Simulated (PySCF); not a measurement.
# SiHF: relaxation and vibrations of the singlet

Where does singlet SiHF go from a linear start, is the end point a minimum, and what are its modes, charges and moments?

Method: PBE0, basis Si def2-TZVP, H def2-TZVP, F def2-TZVP, no relativity, density fitting; program: PySCF 2.14.0.

## Step 1: Starting geometry

3 atoms, charge 0, spin multiplicity 1.

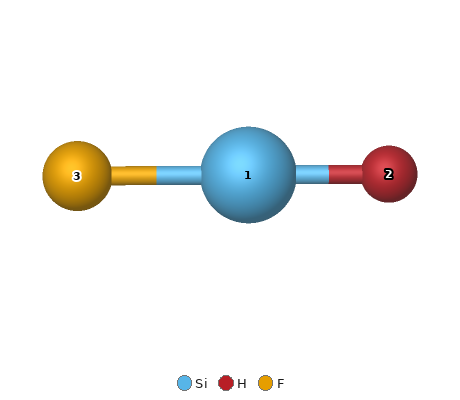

Start geometry, drawn with silicon blue, hydrogen red, fluorine amber; atoms are numbered from 1 in the order of the file.

Coordinates in bohr (charge 0 multiplicity 1):
```
Si    0.0000    0.0000    0.0000
H     0.0000    0.0000   -2.7968
F     0.0000    0.0000    3.4015
```

## Step 2: First SCF at the start

One driver script runs all steps and calls PySCF; scf.py shows how it sets up the SCF of each step. The optimiser is the driver's own. After this first run the driver tries any further starts and a stability analysis.

File scf.py:

```python
from pyscf import gto, scf, dft
mol = gto.M(atom='''
Si     0.000000     0.000000     0.000000
H      0.000000     0.000000    -1.480000
F      0.000000     0.000000     1.800000''',
    basis={'Si': 'def2-TZVP', 'H': 'def2-TZVP', 'F': 'def2-TZVP'},
    charge=0, spin=0)
mf = dft.RKS(mol, xc='PBE0')
mf.grids.atom_grid = (50, 194)
aux = {'Si': 'def2-universal-JKFIT', 'H': 'def2-universal-JKFIT', 'F': 'def2-universal-JKFIT'}
mf = mf.density_fit(auxbasis=aux)
mf.conv_tol = 1e-08
mf.diis_space = 10
mf.max_cycle = 60
mf.init_guess = 'minao'
mf.verbose = 4
mf.kernel()
```

The run is started by

```sh
> OMP_NUM_THREADS=2 python axn.py task.json out
```

Log:

```text
init E= -389.568477278518
  HOMO = -0.181430045169378  LUMO = -0.120499126592479  gap/eV = 1.65801
cycle= 1 E= -389.532063313043  delta_E= 0.0364  |g|= 0.711  |ddm|=    2
  HOMO = -0.148578567732329  LUMO = -0.114163448917608  gap/eV = 0.93648
cycle= 2 E= -387.900354703674  delta_E= 1.63  |g|= 2.96  |ddm|= 1.62
  HOMO = -0.200655413449631  LUMO = -0.127161608113926  gap/eV = 1.99987
cycle= 3 E= -389.631095105755  delta_E= -1.73  |g|= 0.0832  |ddm|=  1.3
  HOMO = -0.206642114497434  LUMO = -0.125141332744592  gap/eV = 2.21775
cycle= 4 E= -389.632104110794  delta_E= -0.00101  |g|= 0.0543  |ddm|= 0.207
  HOMO = -0.205799087785962  LUMO = -0.124634221545098  gap/eV = 2.20861
cycle= 5 E= -389.632698898997  delta_E= -0.000595  |g|= 0.0111  |ddm|= 0.0517
  HOMO = -0.205155884228624  LUMO = -0.12336749625142  gap/eV = 2.22558
cycle= 6 E= -389.632726969102  delta_E= -2.81e-05  |g|= 0.00127  |ddm|= 0.0124
  HOMO = -0.205393906420255  LUMO = -0.123531135263361  gap/eV = 2.22760
cycle= 7 E= -389.632727245796  delta_E= -2.77e-07  |g|= 0.000162  |ddm|= 0.00177
  HOMO = -0.205375554622066  LUMO = -0.12353394506503  gap/eV = 2.22702
cycle= 8 E= -389.632727252122  delta_E= -6.33e-09  |g|= 7.85e-05  |ddm|= 0.000365
  HOMO = -0.205370588171235  LUMO = -0.123534284292939  gap/eV = 2.22688
Extra cycle  E= -389.632727248552  delta_E= 3.57e-09  |g|= 0.000169  |ddm|= 0.000146
converged SCF energy = -389.632727248552
```

This step, with its further starts and checks, needed 2.8 s of wall time on 2 threads of Arm Neoverse V1, shared host.

Energies from each starting density:

```
                      start  energy (Eh)
    the minimal-basis guess  -389.632727
a thermally smeared density  -389.632727
      a smeared PBE density  -389.632727
```

No lower closed-shell solution turned up from the other starts or in the test of internal stability.

## Step 3: Linear start, singlet: relaxation

The program finds C∞v symmetry in the start, which this walk keeps.

scf.py, as its differences from that of step 2:

```diff
@@ -3,3 +3,3 @@
-Si     0.000000     0.000000     0.000000
-H      0.000000     0.000000    -1.480000
-F      0.000000     0.000000     1.800000''',
+Si     0.000000     0.000000    -0.681605
+H      0.000000     0.000000    -2.161605
+F      0.000000     0.000000     1.118395''',
@@ -15 +14,0 @@
-mf.init_guess = 'minao'
```

Energy and gradient, step by step:

```
step  energy (Eh)  change (kJ/mol)  largest symmetric gradient (Eh/bohr)
   0  -389.632727             0.00                               0.07581
   1  -389.643053           -27.11                               0.03723
   2  -389.646390           -35.87                               0.00774
   3  -389.646791           -36.92                               0.00346
   4  -389.646876           -37.15                               0.00026
   5  -389.646876           -37.15                               0.00001
```

The walk took 2.6 s.

Geometry (Å) and forces (eV/Å) at some steps:

```
step 0
Si   0.000   0.000  -0.682   0.000   0.000   3.898
H    0.000   0.000  -2.162   0.000   0.000  -2.653
F    0.000   0.000   1.118   0.000   0.000  -1.245
step 1
Si   0.000   0.000  -0.620   0.000   0.000   1.915
H    0.000   0.000  -2.212   0.000   0.000  -1.153
F    0.000   0.000   1.107   0.000   0.000  -0.762
step 3
Si   0.000   0.000  -0.557   0.000   0.000   0.099
H    0.000   0.000  -2.268   0.000   0.000  -0.178
F    0.000   0.000   1.100   0.000   0.000   0.079
step 5
Si   0.000   0.000  -0.549   0.000   0.000   0.000
H    0.000   0.000  -2.286   0.000   0.000  -0.001
F    0.000   0.000   1.110   0.000   0.000   0.000
```

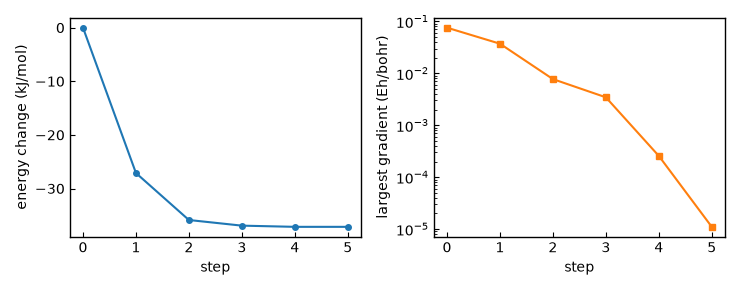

How energy and gradient fall.

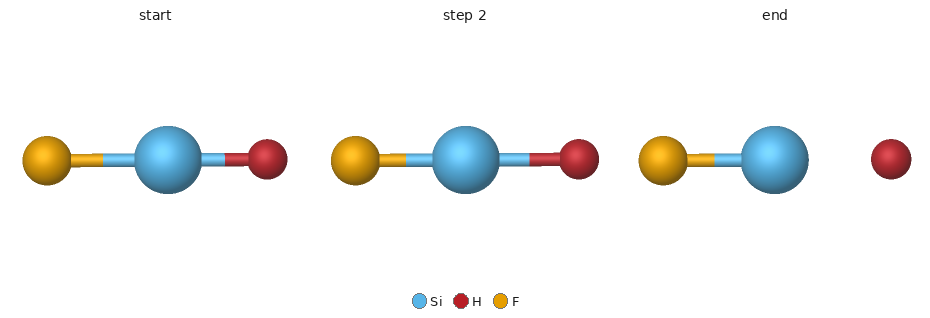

Start and end of the relaxation, with a step between.

It settles in C∞v symmetry, 37.1 kJ/mol below the start, after 5 steps: Si–F 1.659 Å, Si–H 1.737 Å; F–Si–H 180.0°.

## Step 4: Hessian and properties

On the finer grid the gradient is checked again; gradients at displacements of ±0.02 bohr then give force constants and infrared intensities.

scf.py, as its differences from that of step 3:

```diff
@@ -3,3 +3,3 @@
-Si     0.000000     0.000000    -0.681605
-H      0.000000     0.000000    -2.161605
-F      0.000000     0.000000     1.118395''',
+Si     0.000000     0.000000    -0.620314
+H      0.000000     0.000000    -2.357677
+F      0.000000    -0.000000     1.038629''',
@@ -9 +9 @@
-mf.grids.atom_grid = (50, 194)
+mf.grids.atom_grid = (75, 302)
@@ -12 +12 @@
-mf.conv_tol = 1e-08
+mf.conv_tol = 1e-10
```

The driver hands on the density of the step before, so the log starts near convergence.

SCF at the final geometry:

```text
init E= -389.646847046269
  HOMO = -0.196446734760713  LUMO = -0.119583109382779  gap/eV = 2.09157
cycle= 1 E= -389.646847046267  delta_E= 1.19e-12  |g|= 8.57e-07  |ddm|= 1.07e-06
  HOMO = -0.1964467227629  LUMO = -0.119583072479512  gap/eV = 2.09157
Extra cycle  E= -389.646847046268  delta_E= -6.25e-13  |g|= 1.64e-06  |ddm|= 1.24e-06
converged SCF energy = -389.646847046268
```

The whole step took 7.8 s.

Geometry: C∞v; Si–F 1.659 Å, Si–H 1.737 Å; F–Si–H 180.0°.

Modes, for the most abundant isotopes:

```tsv
symmetry	ω (cm⁻¹)	IR (km/mol)
π	1362i	1066
σ+	654	248
σ+	1337	1304
```

With 2 modes imaginary (up to 1362i cm⁻¹) this point is a saddle.

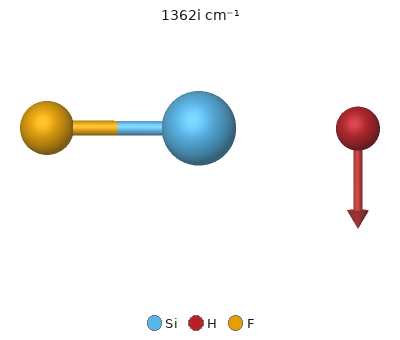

The imaginary mode, as arrows.

Constants and moments:

```yaml
Dipole_moment: 0.23 D
Highest_occupied_level: -5.35 eV
Lowest_empty_level: -3.25 eV
Rotational_constants: 0.4573 cm⁻¹
Zero-point_energy_real_modes: 11.9 kJ/mol
Principal_polarisabilities: 36.0, 36.0, 48.0 bohr³
Atomisation_energy_without_zero-point_energy: 578 kJ/mol
Principal_traceless_quadrupole_moments_about_the_centre_of_mass: -11.62, 5.81, 5.81 D Å
```

Charges (e) and bond orders:

| atom | Mulliken | Löwdin | polar tensor | Mayer order to Si1 |
| --- | --- | --- | --- | --- |
| Si1 | 0.46 | 0.27 | -0.07 | – |
| H2 | -0.24 | -0.18 | 0.08 | 0.84 |
| F3 | -0.21 | -0.09 | 0.00 | 1.07 |

Mulliken populations on Si1: s 6.04, p 7.03, d 0.43, f 0.04.

## Step 5: Leaving the saddle point

The start is the last point, displaced along its most imaginary mode.

The program finds Cs symmetry in the start, which this walk keeps. The walk stops when the largest gradient is under 0.0003 Eh/bohr and the energy has settled too.

scf.py, as its differences from that of step 4:

```diff
@@ -3,3 +3,3 @@
-Si     0.000000     0.000000    -0.620314
-H      0.000000     0.000000    -2.357677
-F      0.000000    -0.000000     1.038629''',
+Si     0.000152    -0.008849    -0.620349
+H     -0.002065     0.119982    -2.357712
+F     -0.000115     0.006666     1.038594''',
@@ -9 +9 @@
-mf.grids.atom_grid = (75, 302)
+mf.grids.atom_grid = (50, 194)
@@ -12 +12 @@
-mf.conv_tol = 1e-10
+mf.conv_tol = 1e-08
```

Energy and gradient, step by step:

```
step  energy (Eh)  change (kJ/mol)  largest symmetric gradient (Eh/bohr)
   0  -389.648977             0.00                               0.03009
   1  -389.682504           -88.03                               0.05612
   2  -389.714802          -172.82                               0.06223
   3  -389.741749          -243.57                               0.04577
   4  -389.759661          -290.60                               0.04040
   5  -389.761996          -296.73                               0.02200
   6  -389.763287          -300.12                               0.00295
   7  -389.763308          -300.18                               0.00057
   8  -389.763309          -300.18                               0.00009
```

The walk took 4.3 s.

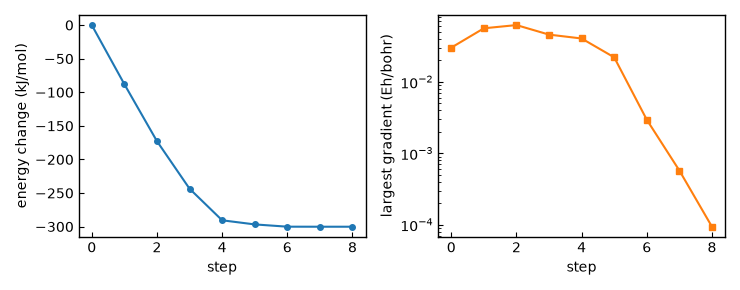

Energy and largest gradient along the walk.

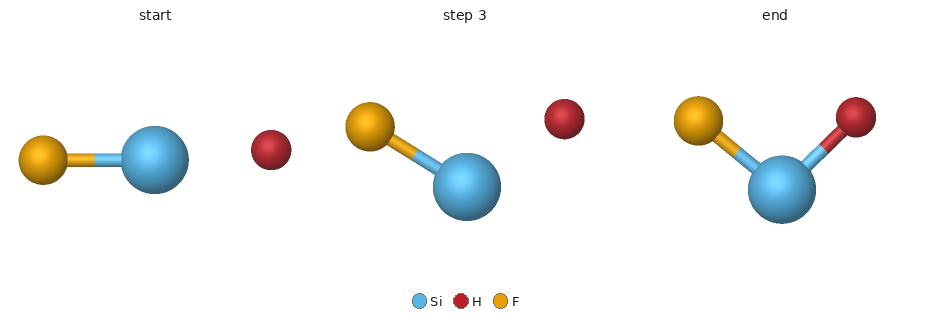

Start and end of the relaxation, with a step between.

It settles in Cs symmetry, 300.2 kJ/mol below the start, after 8 steps: Si–F 1.612 Å, Si–H 1.541 Å; F–Si–H 96.2°.

## Step 6: Vibrations and properties at this point

As before: finer grid, then central differences.

scf.py, as its differences from that of step 5:

```diff
@@ -3,3 +3,3 @@
-Si     0.000152    -0.008849    -0.620349
-H     -0.002065     0.119982    -2.357712
-F     -0.000115     0.006666     1.038594''',
+Si     0.007442    -0.432364    -0.465203
+H     -0.010866     0.631261    -1.579704
+F     -0.010400     0.604203     0.769584''',
@@ -9 +9 @@
-mf.grids.atom_grid = (50, 194)
+mf.grids.atom_grid = (75, 302)
@@ -12 +12 @@
-mf.conv_tol = 1e-08
+mf.conv_tol = 1e-10
```

Log of the central SCF (cycles and frontier levels):

```text
init E= -389.763283437247
  HOMO = -0.255902370829602  LUMO = -0.0973473786183519  gap/eV = 4.31450
cycle= 1 E= -389.763283437247  delta_E=    0  |g|= 1.56e-07  |ddm|= 4.99e-07
  HOMO = -0.255902388782644  LUMO = -0.0973473991507134  gap/eV = 4.31450
Extra cycle  E= -389.763283437247  delta_E= 7.39e-13  |g|= 1.5e-07  |ddm|= 3.06e-07
converged SCF energy = -389.763283437247
```

The whole step needed 11 s of wall time on 2 threads of Arm Neoverse V1, shared host.

Geometry: Cs; Si–F 1.612 Å, Si–H 1.541 Å; F–Si–H 96.3°.

Harmonic modes (main isotopes):

```csv
symmetry,ω (cm⁻¹),IR (km/mol),μ (u)
a',850,111,10.82
a',868,81.8,1.17
a',1970,371,1.04
```

All wavenumbers are real: a minimum.

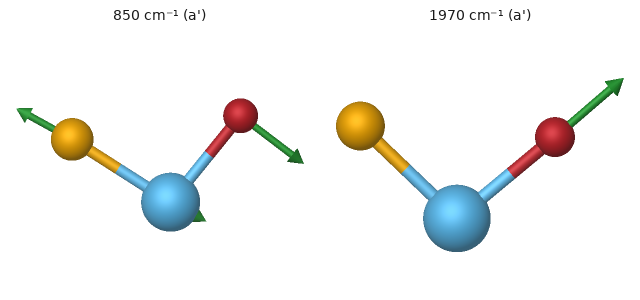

How the atoms move in 2 of the modes.

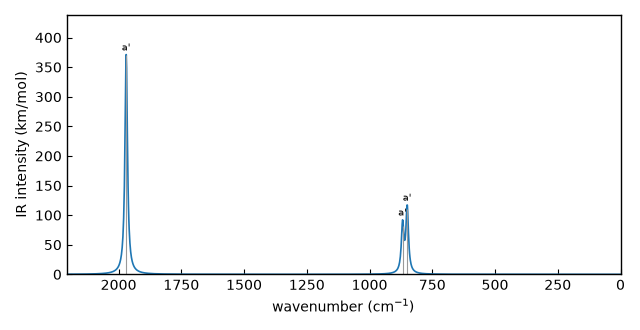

The harmonic infrared spectrum (widths in cm⁻¹). Lines are broadened to a width of 12 cm⁻¹ (Lorentzian).

Constants and moments:

```
Dipole moment                                                   : 0.96 D
Highest occupied level                                          : -6.96 eV
Lowest empty level                                              : -2.65 eV
Rotational constants                                            : 7.465, 0.5594, 0.5204 cm⁻¹
Zero-point energy                                               : 22.1 kJ/mol
Principal polarisabilities                                      : 26.0, 26.3, 34.3 bohr³
Atomisation energy without zero-point energy                    : 884 kJ/mol
Principal traceless quadrupole moments about the centre of mass : -3.44, -0.88, 4.32 D Å
Entropy at 298.15 K and 1 bar                                   : 239.0 J/(mol K)
Heat capacity Cp at 298.15 K                                    : 38.0 J/(mol K)
Enthalpy at 298.15 K above 0 K                                  : 10.25 kJ/mol
Rotational symmetry number                                      : 1
```

Charges (e) and bond orders:

```csv
atom,Mulliken,Löwdin,polar tensor,Mayer order to Si1
Si1,0.34,0.12,0.78,–
H2,-0.06,-0.08,-0.24,0.93
F3,-0.28,-0.04,-0.54,1.10
```

Mulliken populations on Si1: s 5.82, p 7.52, d 0.26, f 0.05.

## Step 7: Stability of the closed shell

At the lowest minimum the closed shell is tested against spin polarisation, on the (50, 194) grid. It is stable.

## Step 8: The points found, side by side

| spin | group | bonds | imaginary modes (cm⁻¹) | ΔE (kJ/mol) | with zero-point energy |
| --- | --- | --- | --- | --- | --- |
| singlet | Cs | Si–F 1.612 Å, Si–H 1.541 Å | none | 0.0 | 0.0 |
| singlet | C∞v | Si–F 1.659 Å, Si–H 1.737 Å | 1362i, 1362i | 305.7 | – |

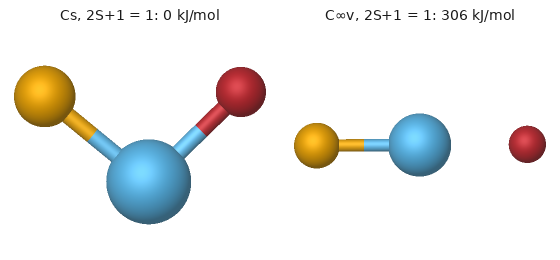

The points, lowest first (silicon blue, hydrogen red, fluorine amber).

## Step 9: Outcome

```
                                 quantity                                     value
                                  minimum                               singlet, Cs
                                 geometry  Si–F 1.612 Å, Si–H 1.541 Å; F–Si–H 96.3°
                       wavenumbers (cm⁻¹)             850 (a'), 868 (a'), 1970 (a')
                            dipole moment                                    0.96 D
     highest occupied, lowest empty level                           -6.96, -2.65 eV
               polar-tensor charge of Si1                                   +0.78 e
                        zero-point energy                               22.1 kJ/mol
                      entropy at 298.15 K                           239.0 J/(mol K)
atomisation energy (no zero-point energy)                                884 kJ/mol
```

In words: From C∞v at the start the molecule goes to a Cs minimum, after a stop at a second-order saddle point 305.7 kJ/mol higher, from which it was pushed off along an imaginary mode. In the infrared the band at 1970 cm⁻¹ (a', stretch) leads. Other starts or spin states, not run here, may lie lower.

The search up to here took 30 s.
